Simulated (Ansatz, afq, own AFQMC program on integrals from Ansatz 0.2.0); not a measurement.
# BSiH2 (doublet): quantum Monte Carlo beside coupled cluster at distance Si1–B2 = 1.925 Å, cc-pVDZ, part 2 of 2

Ansatz 0.2.0, Gaussian basis, and an in-house AFQMC program (afq) on its integrals; all values are calculated; cc-pVDZ, frozen cores.

## 13. CCSD(T) on UHF

in.yaml reads:

```yaml
crystal:
  periodic: [false, false, false]
  atoms:
    - {symbol: Si, position_ang: [0.000000, 0.000000, 0.634524]}
    - {symbol: B, position_ang: [0.000000, 0.000000, -1.290679]}
    - {symbol: H, position_ang: [0.000000, -1.025810, -1.918468]}
    - {symbol: H, position_ang: [0.000000, 1.025810, -1.918468]}
basis:
  gaussian: {orbitals: cc-pVDZ}
magnetization: {spin_polarized: true, initial_magnetization: 1}
correlation: {method: ccsd_t, electrons: outside_noble_gas, hamiltonian_folder: ham}
```

On the command line:

```sh
ansatz run in.yaml --threads 1 --pin off --events-out ev --progress --plain --max-ram 1382MiB
```

The log of the run, shortened:

```text
Functional definition: HF
  name "HF"
  cite "Fock, Z. Phys. 61, 126 (1930) doi:10.1007/BF01340294"
  parent pbe
[...]
402 factors; integrals over basis functions are off by at most 8.2e-4 eV
[...]
mean field -8562.97322776 eV, -314.6834619284 hartree, gradient 2.6e-6 eV, S^2 0.920908; 14 other end points of the search recorded, 0 dependent functions left out
determinant -8562.97322776 eV, -314.6834619284 hartree, with singles and doubles -8567.91277596 eV, -314.8649869768 hartree
determinant -8561.93123101 eV, -314.6451692543 hartree, with singles and doubles -8566.75601681 eV, -314.8224768619 hartree
determinant -8561.55507289 eV, -314.6313456984 hartree, with singles and doubles -8566.20640807 eV, -314.8022791135 hartree
determinant -8561.36477802 eV, -314.6243524908 hartree, with singles and doubles -8566.57676658 eV, -314.8158895376 hartree
[...]
determinant -8561.35174462 eV, -314.6238735221 hartree, with singles and doubles -8566.06187737 eV, -314.7969677079 hartree
determinant -8562.95998842 eV, -314.6829753917 hartree, with singles and doubles -8567.93648940 eV, -314.8658584294 hartree
determinant -8562.97322776 eV, -314.6834619284 hartree, with singles and doubles -8567.93219169 eV, -314.8657004915 hartree
determinant -8562.95998842 eV, -314.6829753917 hartree, with singles and doubles -8567.93656005 eV, -314.8658610258 hartree
6 core orbitals not correlated: weight in the atoms' cores, before any rotation towards them, 1.000 or more for the frozen orbitals, at most 0.000 for the correlated occupied ones
reference -8562.95998842 eV, -314.6829753917 hartree; 5, 4 occupied and 31, 32 virtual orbitals, 402 factors
second order -3.94537599 eV of doubles, -0.00000000 eV of singles
cycle   1  -4.97657217 eV  change   -5.4e-7 eV  update   1.5e-6
perturbative correction -0.14339334 eV, -0.0052696082 hartree
Total energy: -8568.07995393 eV, -314.8711306539 hartree
```

It took 4.2 s on 1 thread of Arm Neoverse V1, shared host.

From the report: ⟨S²⟩ of the determinant 0.760 (pure doublet: 0.75); correlation -5.1200 eV; T1 0.023; largest double amplitude 0.08.

This run also writes the integrals to the folder ham.

## 14. CCSDT(Q) on UHF

Changes to in.yaml since step 13:

```diff
@@ -10,2 +10,2 @@
 magnetization: {spin_polarized: true, initial_magnetization: 1}
-correlation: {method: ccsd_t, electrons: outside_noble_gas, hamiltonian_folder: ham}
+correlation: {method: ccsdt_q, electrons: outside_noble_gas}
```

Same command.

The log of the run, shortened:

```text
Functional definition: HF
  name "HF"
  cite "Fock, Z. Phys. 61, 126 (1930) doi:10.1007/BF01340294"
  parent pbe
[...]
784 factors; integrals over basis functions are off by at most 1.5e-7 eV
[...]
mean field -8562.97324131 eV, -314.6834624266 hartree, gradient 2.6e-6 eV, S^2 0.920913; 14 other end points of the search recorded, 0 dependent functions left out
determinant -8562.97324131 eV, -314.6834624266 hartree, with singles and doubles -8567.91278530 eV, -314.8649873199 hartree
determinant -8561.93124082 eV, -314.6451696146 hartree, with singles and doubles -8566.75602658 eV, -314.8224772210 hartree
determinant -8561.55508932 eV, -314.6313463021 hartree, with singles and doubles -8566.20641283 eV, -314.8022792883 hartree
determinant -8561.36479186 eV, -314.6243529992 hartree, with singles and doubles -8566.57677818 eV, -314.8158899637 hartree
[...]
determinant -8562.96000122 eV, -314.6829758620 hartree, with singles and doubles -8567.93650056 eV, -314.8658588397 hartree
determinant -8562.97324131 eV, -314.6834624266 hartree, with singles and doubles -8567.93220286 eV, -314.8657009022 hartree
determinant -8562.96000122 eV, -314.6829758620 hartree, with singles and doubles -8567.93657093 eV, -314.8658614255 hartree
6 core orbitals not correlated: weight in the atoms' cores, before any rotation towards them, 1.000 or more for the frozen orbitals, at most 0.000 for the correlated occupied ones
reference -8562.96000122 eV, -314.6829758620 hartree; 5, 4 occupied and 31, 32 virtual orbitals, 784 factors
second order -3.94539891 eV of doubles, -0.00000000 eV of singles
cycle   1  -4.65814730 eV  change   -7.1e-1 eV  update   8.3e-2
[...]
cycle  17  -5.15297130 eV  change    4.7e-7 eV  update   3.0e-7
perturbative correction -0.00755388 eV, -0.0002776001 hartree
Total energy: -8568.12052641 eV, -314.8726216648 hartree
```

It took 15 s on 1 thread of Arm Neoverse V1, shared host.

From the report: ⟨S²⟩ of the determinant 0.760 (pure doublet: 0.75); correlation -5.1605 eV; T1 0.024; largest double amplitude 0.09.

## 15. Phaseless AFQMC, CISD trial on UHF

It reads the integrals that the CCSD(T) run on this determinant wrote.

On the command line:

```sh
afq ham --method phaseless --trial cisd --walkers 60 --populations 1 --least-time 40 --time-step 0.005 --steps-per-block 50 --equilibration-blocks 28 --max-blocks 300 --target-error 0.00036 --factor-cut 1e-05 --start spin_pure --seed 8617 --release-times 0.24,0.51,0.99,1.62,2.4 --release-step 0.03 --release-every 4 --taylor-order 6
```

The log of the run:

```text
orbitals 36  electrons 5 4  factors 277 of 402
reference energy -314.68297539 Eh
CCSD correlation -0.18288566 Eh in 12 cycles, weight of the determinant in the CISD state 0.8747
energy of the start -314.865612 Eh
 block  time / (1/Eh)  mean weight  energy / Eh
     1     0.250  1.0004  -314.863288
     2     0.500  0.9997  -314.864684
     3     0.750  0.9991  -314.866334
     4     1.000  0.9983  -314.867736
     5     1.250  0.9988  -314.867150
     6     1.500  1.0001  -314.867556
     7     1.750  1.0004  -314.871295
     8     2.000  1.0010  -314.870811
     9     2.250  0.9995  -314.871626
    10     2.500  1.0017  -314.872114
    13     3.250  0.9998  -314.870365
    17     4.250  0.9975  -314.869320
    21     5.250  1.0010  -314.870028
    25     6.250  0.9986  -314.873714
    29     7.250  1.0003  -314.869329
    33     8.250  0.9994  -314.871640
    37     9.250  0.9992  -314.869416
    41    10.250  1.0001  -314.870377
    45    11.250  1.0007  -314.868698
    49    12.250  1.0007  -314.870774
    53    13.250  1.0013  -314.874896
    57    14.250  0.9997  -314.870330
    61    15.250  0.9992  -314.866720
    65    16.250  0.9992  -314.865736
    69    17.250  1.0003  -314.873527
    73    18.250  0.9985  -314.870201
    77    19.250  1.0031  -314.872285
    81    20.250  1.0003  -314.872710
    85    21.250  1.0013  -314.875110
    89    22.250  1.0006  -314.867454
    93    23.250  1.0008  -314.872382
    97    24.250  1.0001  -314.874231
   101    25.250  0.9999  -314.867251
   105    26.250  1.0014  -314.872523
   109    27.250  0.9993  -314.870048
   113    28.250  1.0005  -314.866633
   117    29.250  0.9992  -314.871172
   121    30.250  1.0030  -314.874080
   125    31.250  0.9989  -314.872055
   129    32.250  1.0007  -314.869222
   133    33.250  1.0009  -314.873187
   137    34.250  0.9991  -314.873012
   141    35.250  1.0003  -314.875566
   145    36.250  0.9989  -314.872428
   149    37.250  1.0005  -314.872299
   153    38.250  0.9983  -314.868672
   157    39.250  0.9996  -314.869326
   161    40.250  0.9995  -314.872863
   165    41.250  1.0006  -314.872043
   169    42.250  0.9998  -314.870213
   173    43.250  0.9999  -314.870425
   177    44.250  1.0003  -314.871281
   181    45.250  1.0013  -314.870601
   185    46.250  1.0003  -314.872758
   189    47.250  0.9995  -314.870430
   193    48.250  0.9990  -314.871967
   197    49.250  0.9983  -314.873935
blocks merged  error / Eh  count
     1  0.000204  170
     2  0.000250  85
     4  0.000280  42
     8  0.000290  21
    16  0.000336  10
released: time / (1/Eh)  energy / Eh  error  mean overlap
  0.24  -314.871736  0.000343  0.9931
  0.51  -314.871714  0.000351  0.9983
  0.99  -314.872344  0.000312  0.9940
  1.62  -314.872893  0.000371  0.9563
  2.40  -314.873500  0.000498  0.9391
energy -314.871244 +/- 0.000290 Eh
```

It took 3.8 min on 1 thread of Arm Neoverse V1, shared host.

Energy -8568.0830 ± 0.0079 eV. Caveats: constraint bias not in the error.

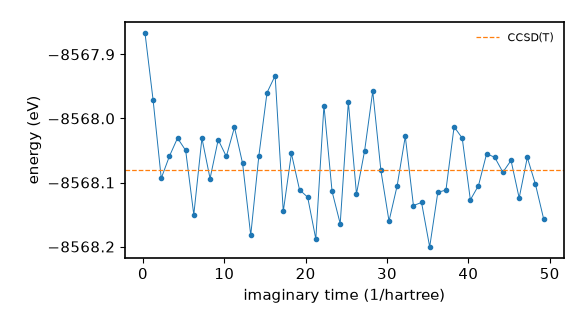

Block energies along the walk.

## 16. Phaseless AFQMC, single-determinant trial on UHF

It reads the integrals that the CCSD(T) run on this determinant wrote.

On the command line:

```sh
afq ham --method phaseless --trial hf --walkers 120 --populations 1 --least-time 40 --time-step 0.005 --steps-per-block 20 --equilibration-blocks 112 --max-blocks 600 --target-error 0.00108 --factor-cut 1e-05 --start spin_pure --seed 7285 --taylor-order 6
```

The log of the run:

```text
orbitals 36  electrons 5 4  factors 277 of 402
reference energy -314.68297539 Eh
CCSD correlation -0.18288566 Eh in 12 cycles, weight of the determinant in the CISD state 0.8747
energy of the start -314.683089 Eh
 block  time / (1/Eh)  mean weight  energy / Eh
     1     0.100  1.0000  -314.710637
     2     0.200  1.0011  -314.735956
     3     0.300  1.0000  -314.758777
     4     0.400  1.0016  -314.775183
     5     0.500  1.0000  -314.792516
     6     0.600  1.0000  -314.804222
     7     0.700  1.0009  -314.813503
     8     0.800  1.0019  -314.824029
     9     0.900  1.0013  -314.832890
    10     1.000  1.0017  -314.831316
    18     1.800  1.0003  -314.836587
    35     3.500  0.9987  -314.867372
    52     5.200  0.9984  -314.859414
    69     6.900  0.9994  -314.850961
    86     8.600  1.0003  -314.846108
   103    10.300  1.0003  -314.880350
   120    12.000  0.9990  -314.863801
   137    13.700  1.0000  -314.866783
   154    15.400  1.0007  -314.857339
   171    17.100  1.0023  -314.880785
   188    18.800  1.0005  -314.846663
   205    20.500  0.9997  -314.854678
   222    22.200  1.0008  -314.867207
   239    23.900  1.0004  -314.874551
   256    25.600  0.9993  -314.850229
   273    27.300  1.0007  -314.866245
   290    29.000  0.9999  -314.874669
   307    30.700  1.0012  -314.851827
   324    32.400  1.0005  -314.889222
   341    34.100  0.9990  -314.881789
   358    35.800  1.0000  -314.869760
   375    37.500  0.9989  -314.847747
   392    39.200  1.0000  -314.859924
   409    40.900  1.0010  -314.869206
   426    42.600  1.0029  -314.928185
   443    44.300  1.0010  -314.869510
   460    46.000  1.0011  -314.866344
   477    47.700  1.0011  -314.877178
   494    49.400  1.0001  -314.870234
   511    51.100  0.9991  -314.862682
   528    52.800  1.0004  -314.856866
   545    54.500  0.9992  -314.863513
   562    56.200  1.0014  -314.854483
   579    57.900  1.0003  -314.859434
   596    59.600  0.9982  -314.863159
   613    61.300  1.0003  -314.864127
   630    63.000  1.0000  -314.858955
   647    64.700  1.0004  -314.857527
   664    66.400  1.0018  -314.885534
   681    68.100  0.9988  -314.874386
   698    69.800  1.0004  -314.877395
blocks merged  error / Eh  count
     1  0.000517  600
     2  0.000698  300
     4  0.000928  150
     8  0.001176  75
    16  0.001457  37
    32  0.001700  18
    64  0.001765  9
energy -314.868140 +/- 0.001700 Eh
```

It took 3.9 min on 1 thread of Arm Neoverse V1, shared host.

Energy -8567.9986 ± 0.0463 eV. Caveats: constraint bias not in the error; error above the target.

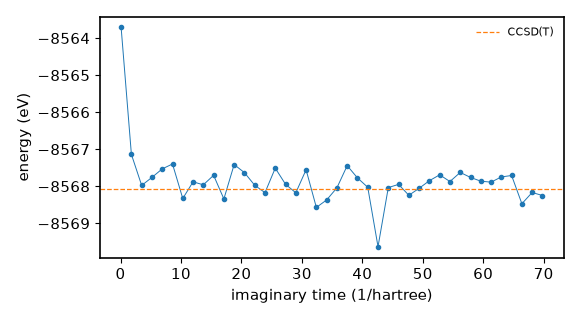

Block energies along the walk.

## 17. Free-projection AFQMC, CISD trial on UHF

It reads the integrals that the CCSD(T) run on this determinant wrote.

On the command line:

```sh
afq ham --method free --trial cisd --walkers 60 --time-step 0.03 --max-blocks 80 --target-error 0.00036 --factor-cut 1e-05 --seed 1285 --times 0,0.3,0.6,1.2,1.8,2.4,3.6,4.8,6 --taylor-order 8
```

The log of the run:

```text
orbitals 36  electrons 5 4  factors 277 of 402
reference energy -314.68297539 Eh
CCSD correlation -0.18288566 Eh in 12 cycles, weight of the determinant in the CISD state 0.8747
repeat  energy at the last time / Eh  error
    10  -314.876600  0.001625
    20  -314.873675  0.001302
    30  -314.873702  0.000977
    40  -314.874799  0.001176
    50  -314.873796  0.001041
    60  -314.873576  0.000924
    70  -314.872853  0.000822
    80  -314.872540  0.000726
time / (1/Eh)  energy / Eh  error  mean overlap
  0.00  -314.865784  0.000095  1.1425
  0.30  -314.868978  0.000116  1.1402
  0.60  -314.870365  0.000155  1.1380
  1.20  -314.871860  0.000192  1.1206
  1.80  -314.872240  0.000211  1.1241
  2.40  -314.872589  0.000301  1.1101
  3.60  -314.872517  0.000357  1.1026
  4.80  -314.873057  0.000550  1.1182
  6.00  -314.872540  0.000726  1.1285
energy -314.872540 +/- 0.000726 Eh
```

Wall time 5 min (1 thread of Arm Neoverse V1, shared host).

Energy -8568.1183 ± 0.0197 eV. Caveats: remainder of the start not in the error; error above the target.

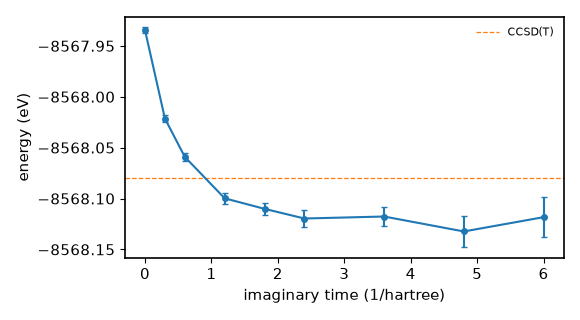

Energy against projection time, with error bars.

## 18. AFQMC on the ladder

On the ROHF determinant, counted from CCSDT(Q) (a yardstick, not exact):

| level | energy (eV) | from CCSDT(Q) (kJ/mol) | statistical error (kJ/mol) | time |
| --- | --- | --- | --- | --- |
| HF | -8562.8821 | +505.4 |  |  |
| MP2 | -8566.9218 | +115.6 |  |  |
| CCSD | -8567.9340 | +18.0 |  |  |
| CCSD(T) | -8568.0801 | +3.9 |  |  |
| CCSDT(Q) | -8568.1202 | 0.0 |  |  |
| Phaseless AFQMC, CISD trial, step 0.005, 60 walkers | -8568.1053 | +1.4 | 0.9 | 4.8 min |
| Phaseless AFQMC, single-determinant trial, step 0.005, 120 walkers | -8568.0813 | +3.8 | 4.5 | 3.9 min |
| Free-projection AFQMC, CISD trial, step 0.03, 60 walkers | -8568.1191 | +0.1 | 1.7 | 4.7 min |

On the UHF determinant, counted from CCSDT(Q) (a yardstick, not exact):

| level | energy (eV) | from CCSDT(Q) (kJ/mol) | statistical error (kJ/mol) | time |
| --- | --- | --- | --- | --- |
| HF | -8562.9600 | +497.9 |  |  |
| MP2 | -8566.9054 | +117.2 |  |  |
| CCSD | -8567.9366 | +17.8 |  |  |
| CCSD(T) | -8568.0800 | +3.9 |  |  |
| CCSDT(Q) | -8568.1205 | 0.0 |  |  |
| Phaseless AFQMC, CISD trial, step 0.005, 60 walkers | -8568.0830 | +3.6 | 0.8 | 3.8 min |
| Phaseless AFQMC, single-determinant trial, step 0.005, 120 walkers | -8567.9986 | +11.8 | 4.5 | 3.9 min |
| Free-projection AFQMC, CISD trial, step 0.03, 60 walkers | -8568.1183 | +0.2 | 1.9 | 5 min |

The functionals' totals stand on their own zeros and serve differences with other points: PBE -8577.799 eV; r2SCAN -8581.787 eV; PBE0 -8578.774 eV; B3LYP -8583.881 eV; wB97M-V -8582.067 eV; B2PLYP -8578.786 eV.

## 19. Summary of results

What follows sums up all 2 parts.

| quantity | value |
| --- | --- |
| CCSD(T) on ROHF from CCSDT(Q) | +3.9 kJ/mol |
| Phaseless AFQMC, CISD trial on ROHF from CCSDT(Q) | +1.4 ± 0.9 kJ/mol |
| Phaseless AFQMC, single-determinant trial on ROHF from CCSDT(Q) | +3.8 ± 4.5 kJ/mol |
| Free-projection AFQMC, CISD trial on ROHF from CCSDT(Q) | +0.1 ± 1.7 kJ/mol |
| CCSD(T) on UHF from CCSDT(Q) | +3.9 kJ/mol |
| Phaseless AFQMC, CISD trial on UHF from CCSDT(Q) | +3.6 ± 0.8 kJ/mol |
| Phaseless AFQMC, single-determinant trial on UHF from CCSDT(Q) | +11.8 ± 4.5 kJ/mol |
| Free-projection AFQMC, CISD trial on UHF from CCSDT(Q) | +0.2 ± 1.9 kJ/mol |

In words: On ROHF the phaseless walk with the CISD trial lies +1.4 kJ/mol from CCSDT(Q), within three error bars. Free projection has no constraint; at the last time it gives +0.1 ± 1.7 kJ/mol. On UHF the phaseless walk with the CISD trial lies +3.6 kJ/mol from CCSDT(Q), 5 times its error bar. Free projection has no constraint; at the last time it gives +0.2 ± 1.9 kJ/mol, and from a start that isn't spin pure other spins can mix in. Error bars are statistical and leave out the constraint, the time step and what remains of the start.
